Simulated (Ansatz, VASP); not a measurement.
**Cross-check of Ge (Germanium) between VASP and Ansatz**

One calculation is typed for both programs; each brings its own data sets and cutoff. How far apart do they land? The cell is a member of a volume series, scaled by 0.985 from a relaxed one, so a pressure remains.

Main program and level: Ansatz 0.2.0; plane waves, with VASP 6.6.1 beside it; single point at LDA, single point at r2SCAN and single point at r2SCAN with rVV10.

## Step 1: Starting point

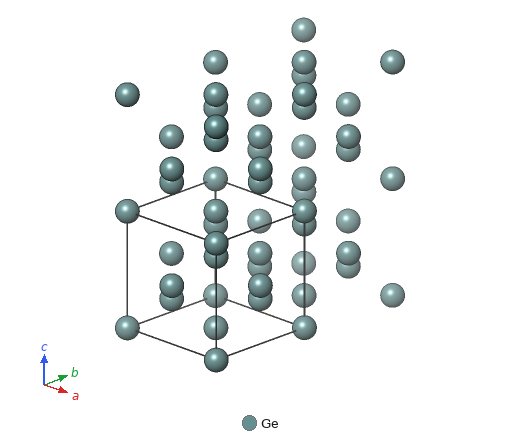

Start, viewed from a free direction; germanium teal. 1×2×2 cells are drawn. This picture shows the conventional cell, with its axes. Some periodic images of atoms are drawn too.

## Step 2: VASP: single point, LDA

With cell and atoms fixed, the geometry can't cause a difference; cores, projectors, grids and the points listed under the comparison can.

Lines of VASP's logs that name or quote its potential files are left out, and so is its time.

The input asks for a relaxation, which ended at its first step since no free force or stress exceeded the threshold; so it serves as a single point.

INCAR

```
SYSTEM = Ge
PREC = Accurate
ENCUT = 450
EDIFF = 1E-06
NELM = 100
ISMEAR = 1
SIGMA = 0.15
LREAL = .FALSE.
ALGO = Normal
GGA = CA
NBANDS = 20
LORBIT = 11
LWAVE = .FALSE.
LCHARG = .FALSE.
KPAR = 2
IBRION = 2
NSW = 30
ISIF = 4
EDIFFG = -0.01
```

POSCAR

```
Ge
1.0
    0.0000000000      2.7961272355      2.7961272355
    2.7961272355      0.0000000000      2.7961272355
    2.7961272355      2.7961272355      0.0000000000
Ge
2
Direct
    0.7500000000      0.7500000000      0.7500000000
    0.5000000000      0.5000000000      0.5000000000
```

KPOINTS

```
Automatic mesh
0
Gamma
14 14 14
0 0 0
```

Potentials, in the order of the species: Ge_d (LDA family, release 64).

Launch:

```
$ mpirun -np 2 vasp_std
```

Numbers of over 12 decimals in the logs are rounded to 6 here.

The program printed:

```text
[banner, memory and clock lines left out]
running    2 mpi-ranks, on    1 nodes
 distrk:  each k-point on    1 cores,    2 groups
 distr:  one band on    1 cores,    1 groups

 POSCAR found type information on POSCAR Ge
 POSCAR found :  1 types and       2 ions
 LDA part: xc-table for (Slater(with rela. corr.)+CA(PZ))
 , standard interpolation
 POSCAR, INCAR and KPOINTS ok, starting setup
 FFT: planning ... GRIDC
 FFT: planning ... GRID_SOFT
 FFT: planning ... GRID
 WAVECAR not read
 entering main loop
       N       E                     dE             d eps       ncg     rms          rms(c)
DAV:   1     0.175403169630E+03    0.17540E+03   -0.13925E+04  4528   0.354E+03
DAV:   2     0.132310442019E+02   -0.16217E+03   -0.15817E+03  4172   0.553E+02
DAV:   3    -0.986444748773E+01   -0.23095E+02   -0.22966E+02  4668   0.138E+02
DAV:   4    -0.105661526774E+02   -0.70171E+00   -0.70124E+00  4604   0.285E+01
DAV:   5    -0.105773461104E+02   -0.11193E-01   -0.11193E-01  4624   0.387E+00    0.344E+00
DAV:   6    -0.104503050659E+02    0.12704E+00   -0.40956E-02  4584   0.168E+00    0.197E+00
DAV:   7    -0.103870442481E+02    0.63261E-01   -0.82357E-02  4412   0.212E+00    0.142E-01
DAV:   8    -0.103877535686E+02   -0.70932E-03   -0.57680E-03  4660   0.840E-01    0.455E-02
DAV:   9    -0.103877886503E+02   -0.35082E-04   -0.88435E-05  4776   0.966E-02    0.135E-02
DAV:  10    -0.103877851706E+02    0.34797E-05   -0.93162E-06  5576   0.454E-02    0.429E-03
DAV:  11    -0.103877850393E+02    0.13126E-06   -0.95617E-07  3148   0.795E-03
   1 F= -.10387785E+02 E0= -.10387869E+02  d E =-.103878E+02
 curvature:   0.00 expect dE= 0.000E+00 dE for cont linesearch  0.000E+00
 trial: gam= 0.00000 g(F)=  0.557E-44 g(S)=  0.623E-33 ort = 0.000E+00 (trialstep = 0.100E+01)
 search vector abs. value=  0.100E-09
 reached required accuracy - stopping structural energy minimisation
```

Parts of OUTCAR (step 2):

```text
ion  position               nearest neighbor table
   1  0.750  0.750  0.750-   2 2.42   2 2.42   2 2.42   2 2.42
   2  0.500  0.500  0.500-   1 2.42   1 2.42   1 2.42   1 2.42

  LATTYP: Found a face centered cubic cell.
 ALAT       =     5.5922544710

 Subroutine GETGRP returns: Found 48 space group operations
 (whereof 24 operations were pure point group operations)

The static configuration has the point symmetry T_d .
 The point group associated with its full space group is O_h .

 Found    104 irreducible k-points:

   k-points           NKPTS =    104   k-points in BZ     NKDIM =    104   number of bands    NBANDS=     20

   dimension x,y,z NGX =    28 NGY =   28 NGZ =   28
   dimension x,y,z NGXF=    56 NGYF=   56 NGZF=   56

   ENCUT  =  450.0 eV  33.07 Ry    5.75 a.u.   6.84  6.84  6.84*2*pi/ulx,y,z

   NELECT =      28.0000    total number of electrons

 k-points in reciprocal lattice and weights: Automatic mesh
   0.00000000  0.00000000  0.00000000       0.000
   0.07142857  0.00000000  0.00000000       0.003
   0.14285714  0.00000000  0.00000000       0.003
   0.21428571  0.00000000  0.00000000       0.003
   0.28571429  0.00000000  0.00000000       0.003
   0.35714286  0.00000000  0.00000000       0.003
   0.42857143  0.00000000  0.00000000       0.003
   0.50000000  0.00000000  0.00000000       0.001
   0.07142857  0.07142857  0.00000000       0.002
[...]
-0.28571429  0.42857143  0.21428571       0.009
  -0.28571429  0.50000000  0.21428571       0.004

 average (electrostatic) potential at core
       1 -75.0989       2 -75.0989

 E-fermi :   5.1218

 k-point     1 :       0.0000    0.0000    0.0000
  band No.  band energies     occupation
    ...
     10     -19.6366      2.00000
     11      -8.0043      2.00000
     12       5.0698      1.54939
     13       5.0698      1.54939
     14       5.0698      1.54939
     15       5.2478      0.00081
     16       7.6121     -0.00000
     17       7.6121     -0.00000
     18       7.6121     -0.00000
     19      11.3661      0.00000
    ...

 k-point     2 :       0.0714    0.0000    0.0000
  band No.  band energies     occupation
    ...
     10     -19.6318      2.00000
     11      -7.9399      2.00000
     12       3.7909      2.00000
     13       4.9368      2.07089
     14       4.9368      2.07089
     15       6.0568     -0.00000
     16       7.7879     -0.00000
     17       7.7879     -0.00000
     18       7.9086     -0.00000
     19      11.7270      0.00000
    ...

 k-point     3 :       0.1429    0.0000    0.0000
  band No.  band energies     occupation
    ...
     10     -19.6243      2.00000
     11      -7.7482      2.00000
     12       2.3404      2.00000
     13       4.6353      2.00004
     14       4.6353      2.00004
     15       6.1299     -0.00000
     16       8.1868      0.00000
     17       8.1868      0.00000
     18       8.8904      0.00000
     19      12.5673      0.00000
    ...

  Total        0.3064605      0.3064605      0.3064605      0.0000000      0.0000000      0.0000000
  in kB       11.2301160     11.2301160     11.2301160      0.0000000      0.0000000      0.0000000
  external PRESSURE =      11.2301160 kB  Pullay stress =       0.0000000 kB

  energy-cutoff  :      450.00
  volume of cell :       43.72
      direct lattice vectors                 reciprocal lattice vectors
     0.000000000  2.796127236  2.796127236    -0.178818758  0.178818758  0.178818758
     2.796127236  0.000000000  2.796127236     0.178818758 -0.178818758  0.178818758
     2.796127236  2.796127236  0.000000000     0.178818758  0.178818758 -0.178818758

 POSITION                                       TOTAL-FORCE (eV/Angst)
 -----------------------------------------------------------------------------------
      4.19419      4.19419      4.19419         0.000000      0.000000      0.000000
      2.79613      2.79613      2.79613        -0.000000     -0.000000     -0.000000
 -----------------------------------------------------------------------------------
    total drift:                                0.000000      0.000000      0.000000

  FREE ENERGIE OF THE ION-ELECTRON SYSTEM (eV)
  ---------------------------------------------------
  free  energy   TOTEN  =       -10.3877850393 eV

  energy  without entropy=      -10.3880363429  energy(sigma->0) =      -10.38786881

 reached required accuracy - stopping structural energy minimisation

 total charge
# of ion       s       p       d       tot
------------------------------------------
    1        1.138   1.301  10.029  12.467
    2        1.138   1.301  10.029  12.467
--------------------------------------------------
tot          2.275   2.602  20.057  24.935

[... 3 further parts left out ...]
```

CONTCAR:

```
Ge
   1.00000000000000
     0.0000000000000000    2.7961272355000002    2.7961272355000002
     2.7961272355000002    0.0000000000000000    2.7961272355000002
     2.7961272355000002    2.7961272355000002    0.0000000000000000
  Ge
     2
Direct
     0.7500000000000000    0.7500000000000000    0.7500000000000000
     0.5000000000000000    0.5000000000000000    0.5000000000000000
```

## Step 3: Ansatz: single point, LDA

Ansatz runs on its default PAW (the set named soft_2) files.

The same cell, functional (in two slightly different forms), mesh and smearing now go to Ansatz, which takes its cutoff from its data sets.

input.yaml

```yaml
crystal:
  lattice:
    - [0.0, 2.79612724, 2.79612724]
    - [2.79612724, 0.0, 2.79612724]
    - [2.79612724, 2.79612724, 0.0]
  atoms:
    - { symbol: Ge, position: [0.75, 0.75, 0.75] }
    - { symbol: Ge, position: [0.5, 0.5, 0.5] }
hamiltonian:
  xc: lda
  pseudopotentials: { kind: paw }
kpoints:
  mp_grid: { grid: [14, 14, 14] }
scf:
  occupations: { method: methfessel_paxton, width: 0.15 }
  n_extra_bands: 4
output:
  forces: true
  stress: true
  eigenvalues: true
  write_density: true
  write_potential: true
  elf: true
  volumetric_format: npy
```

Launch:

```
$ ansatz run input.yaml --threads 2 --pin off --max-ram 4608MiB --backend cpu --events-out ev --progress --plain --runs-dir out
```

The program printed:

```text
scf.n_extra_bands = 4 over 14 filled bands (N_el = 28.0): the run solves 18 bands
Engine: ansatz 0.2.0, aarch64-unknown-linux-gnu
Pseudopotentials: kind: paw
Pseudopotential: Ge, paw, valence charge 14, recommended cutoff 420 eV (normal), Ge.paw.azcp
Functional definition: SPW92
  exchange = slater_x
  correlation = pw_c
Crystal: 2 atoms, lattice volume = 43.722 Å³
Basis set: ecut = 420 eV, 869 PW (Γ)
Bands: 18, of which v1, the nominal top of the filled ones, is band 14 counted from 1 (13 counted from 0)
Symmetry: 48 space group operations
Space group: Fd-3m (ITA 227), of the structure as read, at distance tolerance 3.5e-5 Å
k-points: 104 of 2744
Non-local potential: Ge, projectors of the file, l = 0: 2, l = 1: 2, l = 2: 3, l = 3: 1
PAW form: soft (Blöchl's): semilocal exchange-correlation on the pseudo side does not see the compensation charge
PAW frozen core: Ge, regenerated for the run's functional, and the local potential with it (the file was generated under x = pbe(κ = 0.804, μ = 0.219515), c = pbe(β = 0.066725))
PAW one-centre angular grid: Ge, 590 points (default); XC on 64 Gauss nodes
Initial density: superposition of atomic densities (neutral atoms: chi_scale 0, normalization atom), corrected by the library's trained network
Initial wavefunctions: pseudopotential atomic-orbital guess
Functional: x = slater, c = lda
SCF iter   1: F=—  HF=-8431.439643 eV  |F-HF|=—  |Δ(HF+E_count)|=         —  Δρ=4.88e-3  dr2=4.05e-3  ethr=1.77e-3  ⟨swp⟩=5.2  Hψ=8594  notcnv=0
preconditioner: auto → none  [insulator: Δε(μ)=0.122 eV  Ē_g=23.618 eV  σ=0.150 eV  W_gap=0.61  n_scr=14 (ndim 8)  ℏωp=29.7 eV  f_vac=0.067  D(μ)=0.03/eV (n_scr^D=0)  ε∞_Penn≈2.6]
SCF iter   2: F=—  HF=-8431.437620 eV  |F-HF|=—  |Δ(HF+E_count)|=   2.02e-3  S|Δr|=    0.00e0  Δρ=2.54e-3  dr2=9.67e-4  ethr=1.45e-5  ⟨swp⟩=1.2  Hψ=2729  notcnv=0
SCF iter   3: F=—  HF=-8431.437572 eV  |F-HF|=—  |Δ(HF+E_count)|=   4.71e-5  S|Δr|=    0.00e0  Δρ=6.18e-4  dr2=8.36e-5  ethr=3.45e-6  ⟨swp⟩=2.0  Hψ=2912  notcnv=0
SCF iter   4: F=—  HF=-8431.437455 eV  |F-HF|=—  |Δ(HF+E_count)|=   1.17e-4  S|Δr|=    0.00e0  Δρ=1.76e-4  dr2=7.74e-6  ethr=2.98e-7  ⟨swp⟩=2.0  Hψ=3186  notcnv=0
SCF iter   5: F=—  HF=-8431.437444 eV  |F-HF|=—  |Δ(HF+E_count)|=   1.12e-5  S|Δr|=    0.00e0  Δρ=4.60e-5  dr2=3.71e-7  ethr=2.76e-8  ⟨swp⟩=2.0  Hψ=3329  notcnv=0
SCF iter   6: F=-8431.437444 eV  HF=-8431.437444 eV  |F-HF|=7.81e-8  |Δ(HF+E_count)|=   3.61e-7  S|Δr|=    0.00e0  Δρ=1.33e-5  dr2=3.31e-8  ethr=3.57e-10  ⟨swp⟩=7.5  Hψ=11860  notcnv=0
SCF 1 converged in 6 iterations: F = -8431.437444 eV  dr2 = 3.31e-8
  greatest PAW one-centre occupation: 0.998 electrons in one spin orbital (limit 2), on the Ge atom at site 1 (counted from 0), in its partial waves of l = 2
SCF converged after 6 iterations
Stability not checked: this state was not tested for a lower state beside it, because cold or Methfessel-Paxton smearing, or corrected tetrahedra, fill the levels in a way that the test cannot read (fill_not_monotonic; see scf.lower_state_search)
Free energy (F): -8431.437444 eV
Harris-Foulkes:  -8431.437444 eV  (|F-HF|=7.81e-8)
Internal energy: -8431.437672 eV  (E = F + TS)
E sigma→0 (E₀):  -8431.437501 eV
Entropy (-TS):   0.000229 eV (0.114 meV/atom)
Fermi energy:    8.772041 eV
Step filling:    the computed levels leave a gap of 0.1306 eV = 0.9 smearing widths at the electron count; against every level under it full and every level over it empty, smearing changes F+E_penalty+E_count by +0.098 meV and its σ→0 estimate by +0.041 meV
--- Per-component energies (eV) ---
  E_band       = -298.494394
  E_kinetic    = 225.045503
  E_local      = -4901.142585  (includes V_loc(G=0)·N_el)
  E_nonlocal   = 843.714451
  E_hartree    = 2149.806705
  E_xc         = -151.104763
  E_vxc        = -131.159262  (∫ρ·V_xc dr)
  E_paw        = -3882.934549  (= ΣΔE_a)
  E_vpaw       = -634.582314  (= ΣTr[D̂ρ^β])
  E_aug_tail   = 0.000514  (compensation charges beyond the density's cutoff)
  E_ewald      = -2718.639602
  E_core_change = 3.816652  (= ΣΔE_core)
  E_smearing   = 0.000229  (= −TS)
  E_closure    = 0.000000  (closes the sum)
  Σ components = -8431.437444   (vs F -8431.437444, Δ=0.00e0)
--- Forces (eV/Å), atoms counted from 1 ---
  atom   1  Ge     0.00000000     0.00000000    -0.00000000
  atom   2  Ge    -0.00000000    -0.00000000    -0.00000000
  max |Σ_I F_I| component: 1.39e-17 eV/Å
--- Stress (GPa, compression-positive) ---
        1.173084       0.000000      -0.000000
       -0.000000       1.173084      -0.000000
        0.000000      -0.000000       1.173084
  P = ⅓ Tr σ = 1.1731 GPa (11.731 kbar)
--- Band table (eV; the first three rows and the last of 104) ---
  k-point 0: bands = [... 10 lower, -4.3579, 8.7305, 8.7305, 8.7305, 8.8611, 11.2731, 11.2731, 11.2731]
  k-point 1: bands = [... 10 lower, -4.2935, 7.4337, 8.5978, 8.5978, 9.6907, 11.4485, 11.4485, 11.5659]
  k-point 2: bands = [... 10 lower, -4.1018, 5.9856, 8.2966, 8.2966, 9.7684, 11.8466, 11.8466, 12.5397]
  k-point 103: bands = [... 10 lower, -0.2426, -0.2426, 4.6812, 4.6812, 12.4046, 12.4046, 14.1540, 14.1540]
```

Wall time 5 s (2 threads of Arm Neoverse N1, shared host); peak memory 0.35 GiB; 9.4 s of CPU time.

The run ends at a pressure of 1.17 GPa.

## Step 4: Comparison

Known differences besides the PAW data sets themselves: the two LDA forms differ slightly; the cutoff is 420 eV in Ansatz and 450 eV in VASP; Ansatz makes its cores anew for this functional, VASP keeps those of its LDA data sets. Total energies have different zeros and are not compared.

The two programs side by side:

| quantity | Ansatz | VASP | difference |
| --- | --- | --- | --- |
| pressure (GPa) | 1.17 | 1.12 | +0.05 |

Ansatz's pressure holds a Pulay correction of 0.03 GPa; VASP's holds none.

## Step 5: Ansatz: single point, r2SCAN

A single point gives forces, pressure and levels at one fixed geometry, so differences don't come from the geometry; what else differs is listed under the comparison. The cell compared in this pair holds 44.89 Å³, against 43.72 Å³ for the pair before.

The cell is a member of a volume series, scaled by 0.985 from a relaxed one, so a pressure remains.

input.yaml, the sections that differ from step 3:

```yaml
crystal:
  lattice:
    - [0.0, 2.8208653, 2.8208653]
    - [2.8208653, 0.0, 2.8208653]
    - [2.8208653, 2.8208653, 0.0]
  atoms:
    - { symbol: Ge, position: [0.75, 0.75, 0.75] }
    - { symbol: Ge, position: [0.5, 0.5, 0.5] }
hamiltonian:
  xc: r2scan
  pseudopotentials: { kind: paw }
output:
  forces: true
  stress: true
  eigenvalues: true
# kpoints, scf: as in step 3
```

The program printed:

```text
[...]
Crystal: 2 atoms, lattice volume = 44.893 Å³
Basis set: ecut = 500 eV, 1139 PW (Γ), exchange–correlation on 120×120×120 points (64 copies of the dense FFT grid, shifted against one another)
Bands: 18, of which v1, the nominal top of the filled ones, is band 14 counted from 1 (13 counted from 0)
Symmetry: 48 space group operations
[...]
k-points: 104 of 2744
[...]
--- Band table (eV; the first three rows and the last of 104) ---
  k-point 0: bands = [... 10 lower, -4.8749, 8.4924, 8.4924, 8.4924, 9.0195, 11.2220, 11.2220, 11.2220]
  k-point 1: bands = [... 10 lower, -4.8089, 7.2922, 8.3587, 8.3587, 9.7470, 11.4005, 11.4005, 11.5553]
  k-point 2: bands = [... 10 lower, -4.6123, 5.7948, 8.0526, 8.0526, 9.8407, 11.8100, 11.8100, 12.6318]
  k-point 103: bands = [... 10 lower, -0.6521, -0.6521, 4.4313, 4.4313, 12.5255, 12.5255, 14.3170, 14.3170]
[key lines of the parts left out:]
SCF converged after 6 iterations
Free energy (F): -8605.810774 eV
Fermi energy:    8.722097 eV
P = ⅓ Tr σ = 1.3208 GPa (13.208 kbar)
```

It took 9 s on 2 threads; peak memory 0.48 GiB; 17 s of CPU time.

The run ends at a pressure of 1.32 GPa.

## Step 6: VASP: single point, r2SCAN

The same cell, functional, mesh and smearing now go to VASP, with its own data sets and cutoff.

The input asks for a relaxation, which ended at its first step since no free force or stress exceeded the threshold; so it serves as a single point.

INCAR: that of step 2 with these lines changed.

```diff
@@ -9,3 +9,4 @@
 ALGO = Normal
-GGA = CA
+METAGGA = R2SCAN
+LASPH = .TRUE.
 NBANDS = 20
```

POSCAR

```
Ge
1.0
    0.0000000000      2.8208653029      2.8208653029
    2.8208653029      0.0000000000      2.8208653029
    2.8208653029      2.8208653029      0.0000000000
Ge
2
Direct
    0.7500000000      0.7500000000      0.7500000000
    0.5000000000      0.5000000000      0.5000000000
```

KPOINTS is that of step 2.

PAW data sets: Ge_d (PBE family, release 64).

Launch:

```
$ mpirun -np 2 vasp_std
```

The program printed:

```text
[banner, memory and clock lines left out]
running    2 mpi-ranks, on    1 nodes
[...]
|                                                                             |
|               ----> ADVICE to this user running VASP <----                  |
|                                                                             |
|     You enforced a specific xc type in the INCAR file but a different       |
|     [... a line on the potential file left out ...]
|     I HOPE YOU KNOW WHAT YOU ARE DOING!                                     |
|                                                                             |

 LDA part: xc-table for (None), standard interpolation
 POSCAR, INCAR and KPOINTS ok, starting setup
[...]
entering main loop
       N       E                     dE             d eps       ncg     rms          rms(c)
DAV:   1     0.158518636685E+03    0.15852E+03   -0.14295E+04  4536   0.367E+03
DAV:   2    -0.583484987384E+01   -0.16435E+03   -0.16000E+03  4168   0.566E+02
DAV:   3    -0.296990573906E+02   -0.23864E+02   -0.23725E+02  4732   0.143E+02
DAV:   4    -0.304197505408E+02   -0.72069E+00   -0.72037E+00  4644   0.294E+01
[...]
DAV:  12    -0.277368488143E+02   -0.28217E-05   -0.18226E-05  5312   0.621E-02    0.344E-03
DAV:  13    -0.277368526271E+02   -0.38128E-05   -0.64602E-07  3024   0.101E-02    0.175E-03
DAV:  14    -0.277368528443E+02   -0.21718E-06   -0.51333E-07  2444   0.139E-02
   1 F= -.27736853E+02 E0= -.27736903E+02  d E =-.277369E+02
[...]
reached required accuracy - stopping structural energy minimisation
```

From OUTCAR (step 6):

```text
  Total        0.3022483      0.3022483      0.3022483      0.0000000      0.0000000     -0.0000000
  in kB       10.7869185     10.7869185     10.7869185      0.0000000      0.0000000     -0.0000000
  external PRESSURE =      10.7869185 kB  Pullay stress =       0.0000000 kB

 POSITION                                       TOTAL-FORCE (eV/Angst)
 -----------------------------------------------------------------------------------
      4.23130      4.23130      4.23130        -0.000000     -0.000000     -0.000000
      2.82087      2.82087      2.82087         0.000000      0.000000      0.000000
 -----------------------------------------------------------------------------------
    total drift:                                0.000000      0.000000      0.000000

  FREE ENERGIE OF THE ION-ELECTRON SYSTEM (eV)
  ---------------------------------------------------
  free  energy   TOTEN  =       -27.7368528443 eV

  energy  without entropy=      -27.7370033390  energy(sigma->0) =      -27.73690301

[... 2 parts as in an earlier step ...]

[... 2 further parts left out ...]
[key lines of the parts left out:]
E-fermi :   4.9188
```

## Step 7: Differences

What differs besides the data sets and the points named for the pairs above, as far as they apply: VASP keeps PBE cores, Ansatz makes them for the functional; the cutoff is 500 eV in Ansatz and 450 eV in VASP. Total energies have different zeros and are not compared.

Both answers:

| quantity | Ansatz | VASP | difference |
| --- | --- | --- | --- |
| pressure (GPa) | 1.32 | 1.08 | +0.24 |
| gap on the k mesh (eV) | 0.494 | 0.472 | +0.023 |

Ansatz's pressure holds a Pulay correction of 0.05 GPa; VASP's holds none.

(Continued in part 2 of 2.)

[Lines on the potential files, build, host, timing and source positions are cut from VASP's logs without a mark.]

[Logs are printed without paths, hosts, clocks, repeated set-up lines and the standing remarks that a program may print on its own settings, such as how far it seeks lower states.]

[Hosts, paths, dates, database ids (printed as entryN), source tags and the programs' standing remarks are cut or masked in the printed files.]
